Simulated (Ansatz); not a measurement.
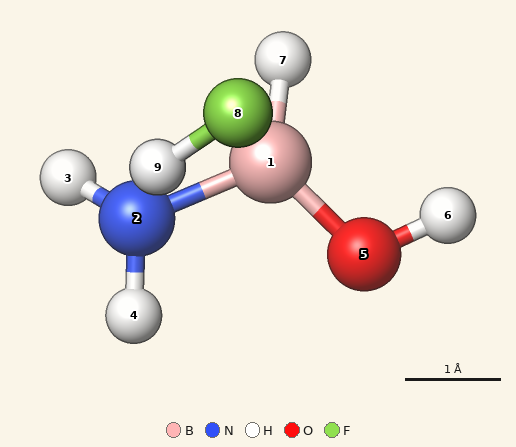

Fig. 1: The structure as given in the input (ball-and-stick view, seen at a tilt; atoms are numbered from 1 in the order of the input). Bond lengths as drawn: B–H 1.21 Å, B–N 1.53 Å, B–O 1.38 Å, F–H 1.12 Å, H–N 1.02 Å and H–O 0.97 Å.

# BNH5OF: frequency calculation

System: BNH5OF.
Method: RKS PBE-D4/6-31G* (Ansatz 0.2.0).

It belongs to a series of runs on one base structure; here: vibrations at the highest image of the band. Figures and captions count atoms from 1; the log counts them from 0 in places.

## Output
```
Engine: ansatz 0.2.0, aarch64-unknown-linux-gnu
Functional definition: PBE
  parameter kappa = 0.804
  parameter beta = 0.06672455060314922
  exchange = pbe_x(kappa = kappa, mu = beta*pi^2/3)
  correlation = pbe_c(beta = beta)
816 factors; their error is unknown
mean field evaluation 1: about -6996.7273 eV, gradient 7.0e1 eV
mean field evaluation 2: about -6977.8426 eV, gradient 1.2e2 eV
mean field evaluation 4: about -7005.3410 eV, gradient 6.7e0 eV
mean field evaluation 8: about -7005.4128 eV, gradient 2.3e-1 eV
mean field evaluation 16: about -7005.3682 eV, gradient 7.8e-5 eV
mean field -7005.36816732 eV, -257.4425317398 hartree, gradient 8.3e-6 eV, S^2 0.000000; 0 other end points of the search recorded, 0 dependent functions left out
the calculation of the forces begins
reference -7005.36818944 eV, -257.4425325526 hartree; 17, 17 occupied and 53, 53 virtual orbitals, 816 factors
these checks for a lower state are left out or cut short: stability, starts, cluster_reference, orbital_swaps, neighbouring_geometries, increment
816 factors; their error is unknown
mean field -7005.36799987 eV, -257.4425255864 hartree, gradient 9.7e-7 eV, S^2 0.000000; 0 other end points of the search recorded, 0 dependent functions left out
[... from here on the field's lines of each further geometry are left out, up to the last ...]
the calculation of the forces begins
reference -7005.36816252 eV, -257.4425315635 hartree; 17, 17 occupied and 53, 53 virtual orbitals, 816 factors
these checks for a lower state are left out or cut short: stability, starts, cluster_reference, orbital_swaps, neighbouring_geometries, increment
816 factors; their error is unknown
mean field -7005.36813668 eV, -257.4425306141 hartree, gradient 1.4e-6 eV, S^2 0.000000; 0 other end points of the search recorded, 0 dependent functions left out
the calculation of the forces begins
reference -7005.36815880 eV, -257.4425314269 hartree; 17, 17 occupied and 53, 53 virtual orbitals, 816 factors
WARN: phonons: modes at or below zero, which the zero-point energy, F, S and C_V leave out: 1, the lowest at -580.54 cm⁻¹. A minimum has none, and a first-order saddle one
Total energy: -7005.47906363 eV, -257.4466071042 hartree
Atom 0 at     0.040366    -0.048345     0.275614 Å, force     0.000332    -0.000153     0.000220 eV/Å
Atom 1 at    -0.024068     0.094781     1.796944 Å, force     0.000286     0.000037     0.000165 eV/Å
Atom 2 at    -0.832341    -0.315706     2.267701 Å, force    -0.000114     0.000077    -0.000195 eV/Å
Atom 3 at     0.845155    -0.147445     2.281282 Å, force    -0.000207     0.000055    -0.000025 eV/Å
Atom 4 at     1.321152    -0.312669    -0.177030 Å, force    -0.000228     0.000001    -0.000528 eV/Å
Atom 5 at     1.324624    -0.417298    -1.145429 Å, force     0.000016     0.000070     0.000377 eV/Å
Atom 6 at    -0.958576    -0.393271    -0.307018 Å, force    -0.000005     0.000171    -0.000023 eV/Å
Atom 7 at    -0.197172     1.819949     0.309654 Å, force    -0.000160    -0.000402     0.000352 eV/Å
Atom 8 at    -0.153139     1.366502     1.332080 Å, force     0.000079     0.000144    -0.000343 eV/Å
Dipole moment:    -0.021926    -0.356027     0.308522 e Å
Vibrations: -580.54 277.66 356.26 393.25 467.95 545.36 762.25 821.41 857.03 930.97 1008.87 1102.78 1208.56 1290.08 1352.90 1581.67 1819.10 2585.24 3452.31 3557.57 3714.28 cm⁻¹, zero-point energy 1.741080 eV
```

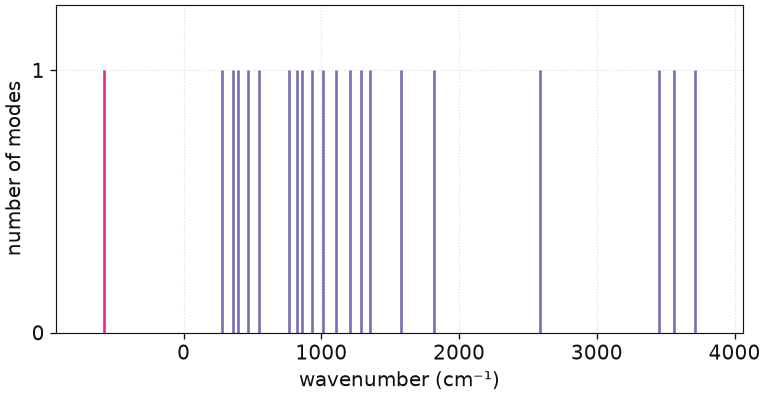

Fig. 2: Harmonic vibrational wavenumbers from the force constants; neighbouring modes closer than 20 cm⁻¹ are counted in one stick, and imaginary ones are drawn at negative wavenumbers. 21 modes from 581i to 3714 cm⁻¹, 1 imaginary beyond 8i (581i cm⁻¹): a first-order saddle point, if the geometry is stationary.

The run was set up as follows.

## Input file
```yaml
crystal:
  periodic: [false, false, false]
  atoms:
    - { symbol: B, position_ang: [0.040366, -0.048345, 0.275614] }
    - { symbol: "N", position_ang: [-0.024068, 0.094781, 1.796944] }
    - { symbol: H, position_ang: [-0.832341, -0.315706, 2.267701] }
    - { symbol: H, position_ang: [0.845155, -0.147445, 2.281282] }
    - { symbol: O, position_ang: [1.321152, -0.312669, -0.17703] }
    - { symbol: H, position_ang: [1.324624, -0.417298, -1.145429] }
    - { symbol: H, position_ang: [-0.958576, -0.393271, -0.307018] }
    - { symbol: F, position_ang: [-0.197172, 1.819949, 0.309654] }
    - { symbol: H, position_ang: [-0.153139, 1.366502, 1.33208] }
basis:
  gaussian: { orbitals: "6-31G*" }
hamiltonian:
  xc: pbe
  dispersion: d4
phonons: {}
```

Run as:
```bash
ansatz run input.yaml --threads 1 --pin off --max-ram 2048MiB --backend cpu --events-out ev --progress --plain --runs-dir out
```

## Summary

| quantity | value |
| --- | --- |
| outcome | converged |
| total energy | −7005.4791 eV |
| mean-field energy | −7005.3682 eV |
| largest force (length of the vector) | 0.001 eV/Å |
| hardware | 1 thread of Arm Neoverse V2, 24 GiB of memory available, shared host |
| wall time | 52 s |
| peak memory | 0.098 GiB |
